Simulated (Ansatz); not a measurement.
# Run report: CH8FW, molecular dynamics (part 1 of 5)

- system: CH8FW, multiplicity 2
- method: UKS PBE/def2-SVP (Ansatz 0.2.0)

It belongs to a series of runs on one base structure; here: dynamics from the highest image of the converged band. Figures and captions count atoms from 1; the log counts them from 0 in places.

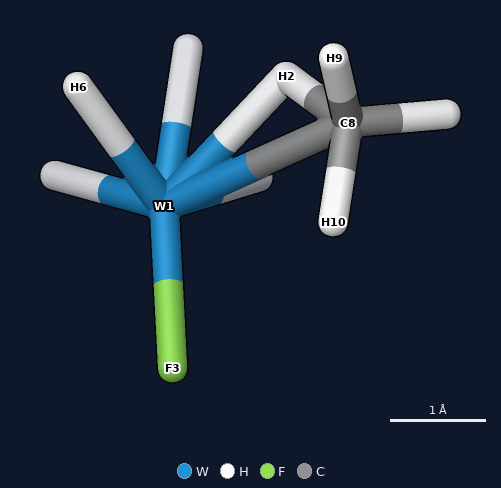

Fig. 1: The starting structure (stick view, seen at a tilt; atoms are numbered from 1 in the order of the input). Sticks mark near contacts. Bond lengths as drawn: C–H 1.11 to 1.17 Å, C–W 2.55 Å, F–W 1.93 Å and H–W 1.69 to 1.95 Å.

Results in brief

| quantity | value |
| --- | --- |
| outcome | finished |
| mean temperature over the second half | 247 K |
| trajectory | 200 steps, 100 fs |
| ensemble | nve |
| temperature in the input | 100.0 K |
| time step | 0.5 fs |
| potential energy (last step) | −5702.3811 eV |
| mean-field energy (last step) | −5702.3811 eV |
| ⟨S²⟩ (last step) | 0.757 |
| largest force (length of the vector) (last step) | 0.967 eV/Å |
| hardware | 4 threads of Arm Neoverse V2, 24 GiB of memory available, shared host |
| wall time | 6.3 min (CPU time 24 min) |
| peak memory | 0.22 GiB |

Notes

So short a trajectory is not equilibrated.

Input
```yaml
crystal:
  periodic: [false, false, false]
  atoms:
    - { symbol: W, position_ang: [0.459958, -0.005903, 0.326547] }
    - { symbol: H, position_ang: [-0.73437, 0.007777, 1.872399] }
    - { symbol: F, position_ang: [2.352976, -0.022708, 0.684786] }
    - { symbol: H, position_ang: [-0.371643, 1.466309, 0.268043] }
    - { symbol: H, position_ang: [-1.292229, 0.008945, 0.435817] }
    - { symbol: H, position_ang: [-0.395632, -1.464314, 0.271478] }
    - { symbol: H, position_ang: [-0.155478, -0.002275, -1.269891] }
    - { symbol: C, position_ang: [-0.049042, 0.003521, 2.824391] }
    - { symbol: H, position_ang: [-0.377421, -0.906205, 3.360188] }
    - { symbol: H, position_ang: [1.056239, -0.005044, 2.750214] }
    - { symbol: H, position_ang: [-0.363257, 0.919795, 3.357532] }
magnetization:
  spin_polarized: true
  initial_magnetization: 1
basis:
  gaussian: { orbitals: def2-SVP }
hamiltonian:
  xc: pbe
md:
  timestep: 0.5
  n_steps: 200
  ensemble: nve
  temperature: 100.0
  initial_velocities: maxwell_boltzmann
  seed: 11762
```

Command:
```bash
ansatz run input.yaml --threads 4 --pin off --max-ram 5120MiB --backend cpu --events-out ev --progress --plain --runs-dir out
```

Log
```
Engine: ansatz 0.2.0, aarch64-unknown-linux-gnu
Functional definition: PBE
  parameter kappa = 0.804
  parameter beta = 0.06672455060314922
  exchange = pbe_x(kappa = kappa, mu = beta*pi^2/3)
  correlation = pbe_c(beta = beta)
1077 factors; their error is unknown
mean field evaluation 1: about -5695.2925 eV, gradient 3.8e1 eV
mean field evaluation 2: about -5679.8710 eV, gradient 7.2e1 eV
mean field evaluation 4: about -5701.7426 eV, gradient 5.0e0 eV
mean field evaluation 8: about -5701.8685 eV, gradient 4.3e-2 eV
mean field evaluation 16: about -5701.8166 eV, gradient 2.5e-4 eV
mean field -5701.81655923 eV, -209.5378937218 hartree, gradient 5.8e-6 eV, S^2 0.756390; 1 other end points of the search recorded, 0 dependent functions left out
the calculation of the forces begins
reference -5701.81662142 eV, -209.5378960071 hartree; 19, 18 occupied and 81, 82 virtual orbitals, 1077 factors
md step     0: t =     0.00 fs  T =   100.0 K  F+E_penalty+E_count = -5701.81655923 eV  E_kin = 0.116334 eV  conserved = -5701.70022523 eV  (52 SCF iters)
these checks for a lower state are left out or cut short: starts, cluster_reference, orbital_swaps, neighbouring_geometries, increment
1077 factors; their error is unknown
mean field evaluation 32: about -5701.8133 eV, gradient 1.1e-5 eV
mean field -5701.81330267 eV, -209.5377740451 hartree, gradient 1.1e-5 eV, S^2 0.756456; 0 other end points of the search recorded, 0 dependent functions left out
the calculation of the forces begins
reference -5701.81336486 eV, -209.5377763308 hartree; 19, 18 occupied and 81, 82 virtual orbitals, 1077 factors
md step     1: t =     0.50 fs  T =    97.2 K  F+E_penalty+E_count = -5701.81330267 eV  E_kin = 0.113107 eV  conserved = -5701.70019521 eV  (35 SCF iters)
[... from here on the SCF iterations and repeated set-up lines of each step are left out, up to the last step ...]
md step     2: t =     1.00 fs  T =    89.5 K  F+E_penalty+E_count = -5701.80422000 eV  E_kin = 0.104158 eV  conserved = -5701.70006152 eV  (35 SCF iters)
md step     3: t =     1.50 fs  T =    78.8 K  F+E_penalty+E_count = -5701.79149010 eV  E_kin = 0.091630 eV  conserved = -5701.69986001 eV  (35 SCF iters)
md step     4: t =     2.00 fs  T =    67.6 K  F+E_penalty+E_count = -5701.77830718 eV  E_kin = 0.078645 eV  conserved = -5701.69966170 eV  (33 SCF iters)
md step     5: t =     2.50 fs  T =    58.7 K  F+E_penalty+E_count = -5701.76778032 eV  E_kin = 0.068238 eV  conserved = -5701.69954279 eV  (34 SCF iters)
md step     6: t =     3.00 fs  T =    53.5 K  F+E_penalty+E_count = -5701.76177235 eV  E_kin = 0.062228 eV  conserved = -5701.69954473 eV  (33 SCF iters)
md step     7: t =     3.50 fs  T =    52.1 K  F+E_penalty+E_count = -5701.76027166 eV  E_kin = 0.060620 eV  conserved = -5701.69965142 eV  (34 SCF iters)
md step     8: t =     4.00 fs  T =    53.1 K  F+E_penalty+E_count = -5701.76163136 eV  E_kin = 0.061830 eV  conserved = -5701.69980133 eV  (35 SCF iters)
md step     9: t =     4.50 fs  T =    54.6 K  F+E_penalty+E_count = -5701.76349746 eV  E_kin = 0.063573 eV  conserved = -5701.69992473 eV  (35 SCF iters)
md step    10: t =     5.00 fs  T =    54.9 K  F+E_penalty+E_count = -5701.76388109 eV  E_kin = 0.063904 eV  conserved = -5701.69997748 eV  (35 SCF iters)
md step    11: t =     5.50 fs  T =    53.2 K  F+E_penalty+E_count = -5701.76186309 eV  E_kin = 0.061910 eV  conserved = -5701.69995277 eV  (35 SCF iters)
md step    12: t =     6.00 fs  T =    49.7 K  F+E_penalty+E_count = -5701.75773376 eV  E_kin = 0.057861 eV  conserved = -5701.69987264 eV  (34 SCF iters)
md step    13: t =     6.50 fs  T =    45.5 K  F+E_penalty+E_count = -5701.75267828 eV  E_kin = 0.052907 eV  conserved = -5701.69977127 eV  (34 SCF iters)
md step    14: t =     7.00 fs  T =    41.8 K  F+E_penalty+E_count = -5701.74825141 eV  E_kin = 0.048570 eV  conserved = -5701.69968155 eV  (34 SCF iters)
md step    15: t =     7.50 fs  T =    39.7 K  F+E_penalty+E_count = -5701.74585450 eV  E_kin = 0.046227 eV  conserved = -5701.69962754 eV  (34 SCF iters)
md step    16: t =     8.00 fs  T =    40.2 K  F+E_penalty+E_count = -5701.74633885 eV  E_kin = 0.046716 eV  conserved = -5701.69962307 eV  (34 SCF iters)
md step    17: t =     8.50 fs  T =    43.1 K  F+E_penalty+E_count = -5701.74977835 eV  E_kin = 0.050108 eV  conserved = -5701.69967069 eV  (34 SCF iters)
md step    18: t =     9.00 fs  T =    47.8 K  F+E_penalty+E_count = -5701.75542129 eV  E_kin = 0.055659 eV  conserved = -5701.69976274 eV  (34 SCF iters)
md step    19: t =     9.50 fs  T =    53.2 K  F+E_penalty+E_count = -5701.76181573 eV  E_kin = 0.061935 eV  conserved = -5701.69988122 eV  (34 SCF iters)
md step    20: t =    10.00 fs  T =    57.7 K  F+E_penalty+E_count = -5701.76710565 eV  E_kin = 0.067107 eV  conserved = -5701.69999835 eV  (34 SCF iters)
md step    21: t =    10.50 fs  T =    59.7 K  F+E_penalty+E_count = -5701.76948139 eV  E_kin = 0.069402 eV  conserved = -5701.70007944 eV  (34 SCF iters)
md step    22: t =    11.00 fs  T =    58.1 K  F+E_penalty+E_count = -5701.76772812 eV  E_kin = 0.067637 eV  conserved = -5701.70009123 eV  (34 SCF iters)
md step    23: t =    11.50 fs  T =    53.1 K  F+E_penalty+E_count = -5701.76173818 eV  E_kin = 0.061723 eV  conserved = -5701.70001496 eV  (34 SCF iters)
md step    24: t =    12.00 fs  T =    45.5 K  F+E_penalty+E_count = -5701.75277630 eV  E_kin = 0.052914 eV  conserved = -5701.69986219 eV  (34 SCF iters)
md step    25: t =    12.50 fs  T =    37.5 K  F+E_penalty+E_count = -5701.74327127 eV  E_kin = 0.043590 eV  conserved = -5701.69968122 eV  (35 SCF iters)
md step    26: t =    13.00 fs  T =    31.4 K  F+E_penalty+E_count = -5701.73605452 eV  E_kin = 0.036512 eV  conserved = -5701.69954291 eV  (35 SCF iters)
md step    27: t =    13.50 fs  T =    29.0 K  F+E_penalty+E_count = -5701.73327038 eV  E_kin = 0.033763 eV  conserved = -5701.69950776 eV  (35 SCF iters)
md step    28: t =    14.00 fs  T =    30.8 K  F+E_penalty+E_count = -5701.73546238 eV  E_kin = 0.035871 eV  conserved = -5701.69959100 eV  (35 SCF iters)
md step    29: t =    14.50 fs  T =    35.8 K  F+E_penalty+E_count = -5701.74134343 eV  E_kin = 0.041590 eV  conserved = -5701.69975320 eV  (50 SCF iters)
md step    30: t =    15.00 fs  T =    41.7 K  F+E_penalty+E_count = -5701.74838831 eV  E_kin = 0.048465 eV  conserved = -5701.69992332 eV  (34 SCF iters)
md step    31: t =    15.50 fs  T =    46.3 K  F+E_penalty+E_count = -5701.75391136 eV  E_kin = 0.053875 eV  conserved = -5701.70003678 eV  (34 SCF iters)
md step    32: t =    16.00 fs  T =    48.1 K  F+E_penalty+E_count = -5701.75606934 eV  E_kin = 0.056008 eV  conserved = -5701.70006140 eV  (34 SCF iters)
md step    33: t =    16.50 fs  T =    46.7 K  F+E_penalty+E_count = -5701.75438277 eV  E_kin = 0.054381 eV  conserved = -5701.70000219 eV  (34 SCF iters)
md step    34: t =    17.00 fs  T =    42.8 K  F+E_penalty+E_count = -5701.74969123 eV  E_kin = 0.049802 eV  conserved = -5701.69988881 eV  (34 SCF iters)
md step    35: t =    17.50 fs  T =    37.8 K  F+E_penalty+E_count = -5701.74371271 eV  E_kin = 0.043953 eV  conserved = -5701.69975970 eV  (34 SCF iters)
md step    36: t =    18.00 fs  T =    33.4 K  F+E_penalty+E_count = -5701.73844864 eV  E_kin = 0.038800 eV  conserved = -5701.69964907 eV  (33 SCF iters)
md step    37: t =    18.50 fs  T =    31.0 K  F+E_penalty+E_count = -5701.73563230 eV  E_kin = 0.036050 eV  conserved = -5701.69958184 eV  (34 SCF iters)
md step    38: t =    19.00 fs  T =    31.6 K  F+E_penalty+E_count = -5701.73632462 eV  E_kin = 0.036754 eV  conserved = -5701.69957067 eV  (34 SCF iters)
md step    39: t =    19.50 fs  T =    35.3 K  F+E_penalty+E_count = -5701.74070232 eV  E_kin = 0.041085 eV  conserved = -5701.69961685 eV  (34 SCF iters)
md step    40: t =    20.00 fs  T =    41.5 K  F+E_penalty+E_count = -5701.74803915 eV  E_kin = 0.048329 eV  conserved = -5701.69970993 eV  (34 SCF iters)
md step    41: t =    20.50 fs  T =    49.0 K  F+E_penalty+E_count = -5701.75687568 eV  E_kin = 0.057047 eV  conserved = -5701.69982897 eV  (34 SCF iters)
md step    42: t =    21.00 fs  T =    56.2 K  F+E_penalty+E_count = -5701.76536044 eV  E_kin = 0.065416 eV  conserved = -5701.69994411 eV  (34 SCF iters)
md step    43: t =    21.50 fs  T =    61.6 K  F+E_penalty+E_count = -5701.77172893 eV  E_kin = 0.071708 eV  conserved = -5701.70002121 eV  (34 SCF iters)
md step    44: t =    22.00 fs  T =    64.3 K  F+E_penalty+E_count = -5701.77483703 eV  E_kin = 0.074805 eV  conserved = -5701.70003160 eV  (34 SCF iters)
md step    45: t =    22.50 fs  T =    64.1 K  F+E_penalty+E_count = -5701.77459226 eV  E_kin = 0.074626 eV  conserved = -5701.69996597 eV  (34 SCF iters)
md step    46: t =    23.00 fs  T =    62.1 K  F+E_penalty+E_count = -5701.77207243 eV  E_kin = 0.072226 eV  conserved = -5701.69984600 eV  (36 SCF iters)
md step    47: t =    23.50 fs  T =    59.7 K  F+E_penalty+E_count = -5701.76916824 eV  E_kin = 0.069445 eV  conserved = -5701.69972300 eV  (35 SCF iters)
md step    48: t =    24.00 fs  T =    58.6 K  F+E_penalty+E_count = -5701.76778845 eV  E_kin = 0.068132 eV  conserved = -5701.69965644 eV  (35 SCF iters)
md step    49: t =    24.50 fs  T =    59.5 K  F+E_penalty+E_count = -5701.76895694 eV  E_kin = 0.069275 eV  conserved = -5701.69968187 eV  (35 SCF iters)
md step    50: t =    25.00 fs  T =    62.3 K  F+E_penalty+E_count = -5701.77228483 eV  E_kin = 0.072497 eV  conserved = -5701.69978764 eV  (35 SCF iters)
md step    51: t =    25.50 fs  T =    65.5 K  F+E_penalty+E_count = -5701.77614464 eV  E_kin = 0.076223 eV  conserved = -5701.69992202 eV  (35 SCF iters)
md step    52: t =    26.00 fs  T =    67.4 K  F+E_penalty+E_count = -5701.77845193 eV  E_kin = 0.078430 eV  conserved = -5701.70002221 eV  (35 SCF iters)
md step    53: t =    26.50 fs  T =    66.7 K  F+E_penalty+E_count = -5701.77761741 eV  E_kin = 0.077570 eV  conserved = -5701.70004742 eV  (35 SCF iters)
md step    54: t =    27.00 fs  T =    62.9 K  F+E_penalty+E_count = -5701.77319138 eV  E_kin = 0.073200 eV  conserved = -5701.69999168 eV  (34 SCF iters)
md step    55: t =    27.50 fs  T =    56.8 K  F+E_penalty+E_count = -5701.76597963 eV  E_kin = 0.066101 eV  conserved = -5701.69987878 eV  (34 SCF iters)
md step    56: t =    28.00 fs  T =    49.8 K  F+E_penalty+E_count = -5701.75769723 eV  E_kin = 0.057951 eV  conserved = -5701.69974657 eV  (34 SCF iters)
md step    57: t =    28.50 fs  T =    43.6 K  F+E_penalty+E_count = -5701.75038855 eV  E_kin = 0.050756 eV  conserved = -5701.69963213 eV  (34 SCF iters)
md step    58: t =    29.00 fs  T =    39.8 K  F+E_penalty+E_count = -5701.74584366 eV  E_kin = 0.046281 eV  conserved = -5701.69956249 eV  (34 SCF iters)
md step    59: t =    29.50 fs  T =    39.2 K  F+E_penalty+E_count = -5701.74516071 eV  E_kin = 0.045609 eV  conserved = -5701.69955155 eV  (49 SCF iters)
md step    60: t =    30.00 fs  T =    42.0 K  F+E_penalty+E_count = -5701.74851509 eV  E_kin = 0.048915 eV  conserved = -5701.69960026 eV  (34 SCF iters)
md step    61: t =    30.50 fs  T =    47.7 K  F+E_penalty+E_count = -5701.75513809 eV  E_kin = 0.055440 eV  conserved = -5701.69969817 eV  (34 SCF iters)
md step    62: t =    31.00 fs  T =    54.7 K  F+E_penalty+E_count = -5701.76348285 eV  E_kin = 0.063657 eV  conserved = -5701.69982568 eV  (34 SCF iters)
md step    63: t =    31.50 fs  T =    61.5 K  F+E_penalty+E_count = -5701.77154778 eV  E_kin = 0.071593 eV  conserved = -5701.69995482 eV  (33 SCF iters)
md step    64: t =    32.00 fs  T =    66.4 K  F+E_penalty+E_count = -5701.77732803 eV  E_kin = 0.077275 eV  conserved = -5701.70005279 eV  (34 SCF iters)
md step    65: t =    32.50 fs  T =    68.1 K  F+E_penalty+E_count = -5701.77933657 eV  E_kin = 0.079248 eV  conserved = -5701.70008839 eV  (34 SCF iters)
md step    66: t =    33.00 fs  T =    66.2 K  F+E_penalty+E_count = -5701.77708538 eV  E_kin = 0.077042 eV  conserved = -5701.70004325 eV  (34 SCF iters)
md step    67: t =    33.50 fs  T =    61.4 K  F+E_penalty+E_count = -5701.77135100 eV  E_kin = 0.071427 eV  conserved = -5701.69992434 eV  (34 SCF iters)
md step    68: t =    34.00 fs  T =    55.2 K  F+E_penalty+E_count = -5701.76403693 eV  E_kin = 0.064266 eV  conserved = -5701.69977076 eV  (34 SCF iters)
md step    69: t =    34.50 fs  T =    49.8 K  F+E_penalty+E_count = -5701.75755371 eV  E_kin = 0.057911 eV  conserved = -5701.69964277 eV  (34 SCF iters)
md step    70: t =    35.00 fs  T =    46.7 K  F+E_penalty+E_count = -5701.75388953 eV  E_kin = 0.054295 eV  conserved = -5701.69959488 eV  (35 SCF iters)
md step    71: t =    35.50 fs  T =    46.5 K  F+E_penalty+E_count = -5701.75378551 eV  E_kin = 0.054140 eV  conserved = -5701.69964556 eV  (35 SCF iters)
md step    72: t =    36.00 fs  T =    48.7 K  F+E_penalty+E_count = -5701.75645925 eV  E_kin = 0.056693 eV  conserved = -5701.69976640 eV  (35 SCF iters)
md step    73: t =    36.50 fs  T =    51.7 K  F+E_penalty+E_count = -5701.76003418 eV  E_kin = 0.060135 eV  conserved = -5701.69989918 eV  (35 SCF iters)
md step    74: t =    37.00 fs  T =    53.7 K  F+E_penalty+E_count = -5701.76242412 eV  E_kin = 0.062436 eV  conserved = -5701.69998778 eV  (35 SCF iters)
md step    75: t =    37.50 fs  T =    53.5 K  F+E_penalty+E_count = -5701.76220015 eV  E_kin = 0.062197 eV  conserved = -5701.70000285 eV  (35 SCF iters)
md step    76: t =    38.00 fs  T =    50.8 K  F+E_penalty+E_count = -5701.75906201 eV  E_kin = 0.059114 eV  conserved = -5701.69994795 eV  (35 SCF iters)
md step    77: t =    38.50 fs  T =    46.4 K  F+E_penalty+E_count = -5701.75380955 eV  E_kin = 0.053960 eV  conserved = -5701.69984930 eV  (35 SCF iters)
md step    78: t =    39.00 fs  T =    41.4 K  F+E_penalty+E_count = -5701.74794935 eV  E_kin = 0.048208 eV  conserved = -5701.69974165 eV  (35 SCF iters)
md step    79: t =    39.50 fs  T =    37.4 K  F+E_penalty+E_count = -5701.74315486 eV  E_kin = 0.043499 eV  conserved = -5701.69965620 eV  (35 SCF iters)
md step    80: t =    40.00 fs  T =    35.4 K  F+E_penalty+E_count = -5701.74076903 eV  E_kin = 0.041155 eV  conserved = -5701.69961406 eV  (35 SCF iters)
md step    81: t =    40.50 fs  T =    36.0 K  F+E_penalty+E_count = -5701.74145970 eV  E_kin = 0.041835 eV  conserved = -5701.69962428 eV  (35 SCF iters)
md step    82: t =    41.00 fs  T =    39.0 K  F+E_penalty+E_count = -5701.74506931 eV  E_kin = 0.045385 eV  conserved = -5701.69968428 eV  (35 SCF iters)
md step    83: t =    41.50 fs  T =    43.7 K  F+E_penalty+E_count = -5701.75065917 eV  E_kin = 0.050879 eV  conserved = -5701.69977976 eV  (34 SCF iters)
md step    84: t =    42.00 fs  T =    48.9 K  F+E_penalty+E_count = -5701.75673506 eV  E_kin = 0.056847 eV  conserved = -5701.69988795 eV  (35 SCF iters)
md step    85: t =    42.50 fs  T =    53.0 K  F+E_penalty+E_count = -5701.76161992 eV  E_kin = 0.061641 eV  conserved = -5701.69997906 eV  (35 SCF iters)
md step    86: t =    43.00 fs  T =    54.9 K  F+E_penalty+E_count = -5701.76392872 eV  E_kin = 0.063906 eV  conserved = -5701.70002243 eV  (34 SCF iters)
md step    87: t =    43.50 fs  T =    54.2 K  F+E_penalty+E_count = -5701.76304890 eV  E_kin = 0.063053 eV  conserved = -5701.69999564 eV  (34 SCF iters)
md step    88: t =    44.00 fs  T =    51.2 K  F+E_penalty+E_count = -5701.75947480 eV  E_kin = 0.059578 eV  conserved = -5701.69989688 eV  (49 SCF iters)
md step    89: t =    44.50 fs  T =    47.3 K  F+E_penalty+E_count = -5701.75480965 eV  E_kin = 0.055056 eV  conserved = -5701.69975409 eV  (35 SCF iters)
md step    90: t =    45.00 fs  T =    44.4 K  F+E_penalty+E_count = -5701.75131141 eV  E_kin = 0.051690 eV  conserved = -5701.69962099 eV  (35 SCF iters)
md step    91: t =    45.50 fs  T =    44.3 K  F+E_penalty+E_count = -5701.75105738 eV  E_kin = 0.051502 eV  conserved = -5701.69955581 eV  (35 SCF iters)
md step    92: t =    46.00 fs  T =    47.7 K  F+E_penalty+E_count = -5701.75505758 eV  E_kin = 0.055467 eV  conserved = -5701.69959062 eV  (35 SCF iters)
md step    93: t =    46.50 fs  T =    54.2 K  F+E_penalty+E_count = -5701.76276895 eV  E_kin = 0.063056 eV  conserved = -5701.69971275 eV  (35 SCF iters)
md step    94: t =    47.00 fs  T =    62.2 K  F+E_penalty+E_count = -5701.77228812 eV  E_kin = 0.072417 eV  conserved = -5701.69987139 eV  (35 SCF iters)
md step    95: t =    47.50 fs  T =    69.7 K  F+E_penalty+E_count = -5701.78112153 eV  E_kin = 0.081116 eV  conserved = -5701.70000574 eV  (35 SCF iters)
md step    96: t =    48.00 fs  T =    74.8 K  F+E_penalty+E_count = -5701.78711924 eV  E_kin = 0.087046 eV  conserved = -5701.70007363 eV  (33 SCF iters)
md step    97: t =    48.50 fs  T =    76.6 K  F+E_penalty+E_count = -5701.78913958 eV  E_kin = 0.089075 eV  conserved = -5701.70006480 eV  (34 SCF iters)
md step    98: t =    49.00 fs  T =    75.0 K  F+E_penalty+E_count = -5701.78723620 eV  E_kin = 0.087241 eV  conserved = -5701.69999552 eV  (34 SCF iters)
md step    99: t =    49.50 fs  T =    70.9 K  F+E_penalty+E_count = -5701.78242710 eV  E_kin = 0.082532 eV  conserved = -5701.69989557 eV  (34 SCF iters)
md step   100: t =    50.00 fs  T =    65.7 K  F+E_penalty+E_count = -5701.77624326 eV  E_kin = 0.076448 eV  conserved = -5701.69979480 eV  (34 SCF iters)
md step   101: t =    50.50 fs  T =    60.6 K  F+E_penalty+E_count = -5701.77025898 eV  E_kin = 0.070543 eV  conserved = -5701.69971561 eV  (34 SCF iters)
md step   102: t =    51.00 fs  T =    56.8 K  F+E_penalty+E_count = -5701.76572849 eV  E_kin = 0.066058 eV  conserved = -5701.69967051 eV  (34 SCF iters)
md step   103: t =    51.50 fs  T =    54.8 K  F+E_penalty+E_count = -5701.76337502 eV  E_kin = 0.063712 eV  conserved = -5701.69966320 eV  (35 SCF iters)
md step   104: t =    52.00 fs  T =    54.7 K  F+E_penalty+E_count = -5701.76332545 eV  E_kin = 0.063635 eV  conserved = -5701.69969003 eV  (35 SCF iters)
md step   105: t =    52.50 fs  T =    56.2 K  F+E_penalty+E_count = -5701.76516798 eV  E_kin = 0.065427 eV  conserved = -5701.69974109 eV  (36 SCF iters)
md step   106: t =    53.00 fs  T =    58.7 K  F+E_penalty+E_count = -5701.76811407 eV  E_kin = 0.068313 eV  conserved = -5701.69980110 eV  (35 SCF iters)
md step   107: t =    53.50 fs  T =    61.4 K  F+E_penalty+E_count = -5701.77124993 eV  E_kin = 0.071400 eV  conserved = -5701.69985012 eV  (36 SCF iters)
```
